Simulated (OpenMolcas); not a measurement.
# Multiconfigurational calculation for Mo⁴⁺ complex

System: Mo⁴⁺ with 6 ligands (NH3; octahedron, 2.17 Å), with no charges around it.
Method: state-averaged SS-CASPT2, IPEA shift 0.25, imaginary shift 0.1 hartree, closed shells 4s 4p of the metal and the valence shells of the ligands correlated, active space 2 electrons in the shell 4d, basis ANO-RCC-VDZP on the metal and ANO-RCC-VDZP on the ligands, DKH2 scalar Hamiltonian, spin-orbit coupling by RASSI with atomic mean-field integrals (OpenMolcas).

### The input
```
&GATEWAY
Coord
25

Mo 0.0 0.0 0.0
N 2.170000 0.000000 0.000000
H 2.552099 0.945728 0.000000
H 2.552099 -0.472864 0.819024
H 2.552099 -0.472864 -0.819024
N 0.000000 2.170000 0.000000
H 0.000000 2.552099 0.945728
H 0.819024 2.552099 -0.472864
H -0.819024 2.552099 -0.472864
N -2.170000 0.000000 0.000000
H -2.552099 -0.945728 0.000000
H -2.552099 0.472864 -0.819024
H -2.552099 0.472864 0.819024
N 0.000000 -2.170000 0.000000
H 0.000000 -2.552099 -0.945728
H -0.819024 -2.552099 0.472864
H 0.819024 -2.552099 0.472864
N 0.000000 0.000000 2.170000
H 0.945728 0.000000 2.552099
H -0.472864 0.819024 2.552099
H -0.472864 -0.819024 2.552099
N 0.000000 0.000000 -2.170000
H -0.945728 0.000000 -2.552099
H 0.472864 -0.819024 -2.552099
H 0.472864 0.819024 -2.552099
Basis=Mo.ANO-RCC-VDZP,H.ANO-RCC-VDZP,N.ANO-RCC-VDZP
Group=XYZ
NoMove
AngMom=0.0 0.0 0.0
AMFI
RICD
&SEWARD
&RASSCF
FileOrb=start.orb
Symmetry=1
Spin=3
nActEl=2 0 0
Inactive=24 24
Ras2=5 0
CIRoot=10 10 1
SDav=10
CIMx=300
Iter=150 100
PrWF=0.3
OrbListing=Nothing
MaxOrb=0
LevShft=1.0
>>> COPY $Project.JobIph JOB001
&RASSCF
FileOrb=start.orb
Symmetry=1
Spin=1
nActEl=2 0 0
Inactive=24 24
Ras2=5 0
CIRoot=15 15 1
SDav=15
CIMx=300
Iter=150 100
PrWF=0.3
OrbListing=Nothing
MaxOrb=0
LevShft=1.0
>>> COPY $Project.JobIph JOB002
&RASSI
NrOfJobIphs=2 10 15
1 2 3 4 5 6 7 8 9 10
1 2 3 4 5 6 7 8 9 10 11 12 13 14 15
IphNames
JOB001
JOB002
EJob
SpinOrbit
DIPRint=1.0
SOCoupling=1000.0
Subsets=2
Property=9
'ANGMOM' 1 'ANGMOM' 2 'ANGMOM' 3 'MLTPL  1' 1 'MLTPL  1' 2 'MLTPL  1' 3
'AMFI' 1 'AMFI' 2 'AMFI' 3
SOProperty=3
'ANGMOM' 1 'ANGMOM' 2 'ANGMOM' 3
>>> COPY JOB001 $Project.JobIph
&CASPT2
Multistate=10 1 2 3 4 5 6 7 8 9 10
NoMult
Frozen=11 9
IPEA=0.25
Imaginary=0.1
MaxIter=60
WThr=0.0 0.3 0.05
PrWF=0.5
NoMix
>>> COPY JOB002 $Project.JobIph
&CASPT2
Multistate=15 1 2 3 4 5 6 7 8 9 10 11 12 13 14 15
NoMult
Frozen=11 9
IPEA=0.25
Imaginary=0.1
MaxIter=60
WThr=0.0 0.3 0.05
PrWF=0.5
NoMix
```

The file start.orb holds starting orbitals from an earlier step. A driver script formed the levels outside the program, from RASSI's spin-orbit matrix and the CASPT2 energies (for multi-state variants, the effective Hamiltonian), averaged over the components of each term or state. The log and the time are those of the CASPT2 step.

Hardware: 1 thread of Arm Neoverse V1, 24 GiB of memory available, shared host.

Launched with:
```bash
OMP_NUM_THREADS=1 MOLCAS_MEM=2457 MOLCAS_PROJECT=a pymolcas a.inp > a.log  # once for each step of the input, in one work folder
```

### The program's output (extracts)
```
--- CASPT2 ---
Orbital specifications:
      -----------------------

      Symmetry species                           1   2
                                                ag  au
      Frozen orbitals                           11   9
      Inactive orbitals                         13  15
      Active orbitals                            5   0
      Secondary orbitals                        79  85
      Deleted orbitals                           0   0
      Number of basis functions                108 109
Type of calculation                        SS-CASPT2
      Fock operator                              state-specific
      IPEA shift                                 0.25
      Real shift                                 0.00
      Imaginary shift                            0.10
      The input orbitals will be transformed to quasi-canonical
Reference energy:       -4381.5816031402
      E2 (Non-variational):      -1.5308702886
      Shift correction:          -0.0015581915
      E2 (Variational):          -1.5324284801
      Total energy:           -4383.1140316203
      Residual norm:              0.0000002064
      Reference weight:           0.68902
      Contributions to the CASPT2 correlation energy
      Active & Virtual Only:         -0.0049280196
      One Inactive Excited:          -0.1150322107
      Two Inactive Excited:          -1.4109100583
Reference energy:       -4381.5816031402
      E2 (Non-variational):      -1.5308665820
      Shift correction:          -0.0015581218
      E2 (Variational):          -1.5324247038
      Total energy:           -4383.1140278440
      Residual norm:              0.0000002061
      Reference weight:           0.68902
      Contributions to the CASPT2 correlation energy
      Active & Virtual Only:         -0.0049280141
      One Inactive Excited:          -0.1150282551
      Two Inactive Excited:          -1.4109103129
::    CASPT2 Root  1     Total energy:  -4383.11403162
::    CASPT2 Root  2     Total energy:  -4383.11402784
::    CASPT2 Root  3     Total energy:  -4383.11257370
::    CASPT2 Root  4     Total energy:  -4382.93328963
::    CASPT2 Root  5     Total energy:  -4382.93323878
::    CASPT2 Root  6     Total energy:  -4382.93232887
::    CASPT2 Root  7     Total energy:  -4382.90640321
::    CASPT2 Root  8     Total energy:  -4382.90649711
::    CASPT2 Root  9     Total energy:  -4382.90530171
::    CASPT2 Root 10     Total energy:  -4382.74038406
--- CASPT2 ---
Orbital specifications:
      -----------------------

      Symmetry species                           1   2
                                                ag  au
      Frozen orbitals                           11   9
      Inactive orbitals                         13  15
      Active orbitals                            5   0
      Secondary orbitals                        79  85
      Deleted orbitals                           0   0
      Number of basis functions                108 109
Type of calculation                        SS-CASPT2
      Fock operator                              state-specific
      IPEA shift                                 0.25
      Real shift                                 0.00
      Imaginary shift                            0.10
      The input orbitals will be transformed to quasi-canonical
Reference energy:       -4381.5338421481
      E2 (Non-variational):      -1.5429245009
      Shift correction:          -0.0016252188
      E2 (Variational):          -1.5445497197
      Total energy:           -4383.0783918678
      Residual norm:              0.0000001272
      Reference weight:           0.68561
      Contributions to the CASPT2 correlation energy
      Active & Virtual Only:         -0.0087810579
      One Inactive Excited:          -0.1188655395
      Two Inactive Excited:          -1.4152779035
Reference energy:       -4381.5333650071
      E2 (Non-variational):      -1.5426128541
      Shift correction:          -0.0016080327
      E2 (Variational):          -1.5442208868
      Total energy:           -4383.0775858939
      Residual norm:              0.0000001141
      Reference weight:           0.68608
      Contributions to the CASPT2 correlation energy
      Active & Virtual Only:         -0.0084989774
      One Inactive Excited:          -0.1186382055
      Two Inactive Excited:          -1.4154756712
::    CASPT2 Root  1     Total energy:  -4383.07839187
::    CASPT2 Root  2     Total energy:  -4383.07758589
::    CASPT2 Root  3     Total energy:  -4383.07762078
::    CASPT2 Root  4     Total energy:  -4383.07621211
::    CASPT2 Root  5     Total energy:  -4383.07613901
::    CASPT2 Root  6     Total energy:  -4383.02597745
::    CASPT2 Root  7     Total energy:  -4382.90038775
::    CASPT2 Root  8     Total energy:  -4382.90035175
::    CASPT2 Root  9     Total energy:  -4382.90051363
::    CASPT2 Root 10     Total energy:  -4382.89100958
::    CASPT2 Root 11     Total energy:  -4382.89107951
::    CASPT2 Root 12     Total energy:  -4382.89031764
::    CASPT2 Root 13     Total energy:  -4382.70700015
::    CASPT2 Root 14     Total energy:  -4382.70698208
::    CASPT2 Root 15     Total energy:  -4382.67000159
```

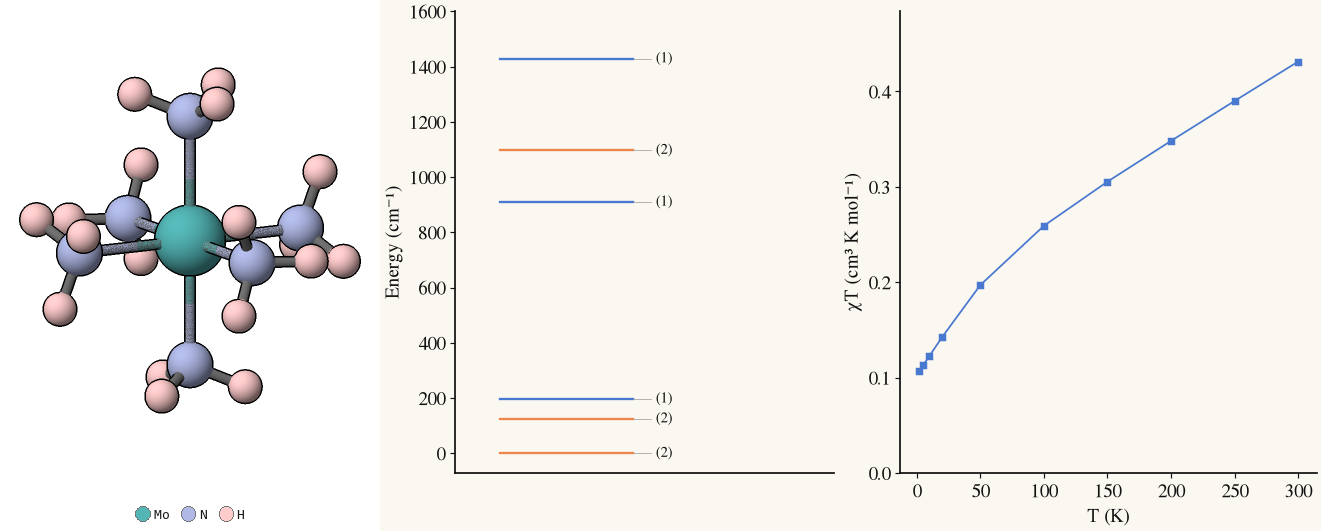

Mo⁴⁺ (4d²) with 6 ligands, NH₃, at 2.17 Å (arrangement: octahedron, Ci), and its levels and susceptibility. Labels give the representation in O, Td, D4 or D3 as the site allows (double group for half-integer spin) where it could be assigned and, in brackets, the degeneracy; spin-free states, where drawn, share the zero of the spin-orbit levels. Powder susceptibility by Van Vleck's formula. The ground level is doubly degenerate, 100 % from states of spin multiplicity 3. Its principal g values are 0.00, 0.00 and 1.81, easy-axis. The next level lies at 125 cm⁻¹. χT is 0.107 cm³ K mol⁻¹ at 2 K and 0.431 at 300 K, an effective moment of 1.86 μB.

### Key numbers

```
                                 quantity                value
                                  outcome            converged
      energy of the lowest spin-free term  −4383.11403 hartree
    energy of the lowest spin-orbit level  −4383.11630 hartree
                CASPT2 correlation energy      −1.5324 hartree
largest spread among components of a term            20.6 cm⁻¹
                  lowest reference weight                0.682
                                wall time              4.1 min
                              peak memory             0.38 GiB
```

### Notes

Limits: orbital doublet at a regular site, Jahn-Teller distortion not allowed for; covalent bonds, ligand orbitals missing from the active space; distances are set from ionic radii, not optimised.
